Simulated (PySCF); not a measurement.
Vertical excitations of a molecule CH5FO2Si from TDDFT-ωB97X/def2-SVPD (PySCF), as energy in eV (oscillator strength): 8.51 (0.002), 8.94 (0.019), 9.03 (0.035), 9.13 (0.020), 9.48 (0.088), 9.67 (0.065), 9.72 (0.078), 9.94 (0.048), 10.02 (0.029), 10.31 (0.060). Lowest triplet (TDA): 8.29 eV. Geometry optimised at PBE0-D3(BJ)/def2-SVP. Other conformers were not sampled.

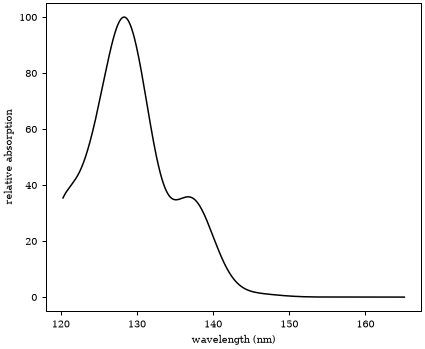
The lines broadened by 0.4 eV.

### Question
Pick the molecule that these values belong to.
A. C[Si](O)(O)F
B. O[SiH](O)CF
C. OC[Si@H](O)F
D. CO[SiH](O)F

### Answer
D, CO[SiH](O)F
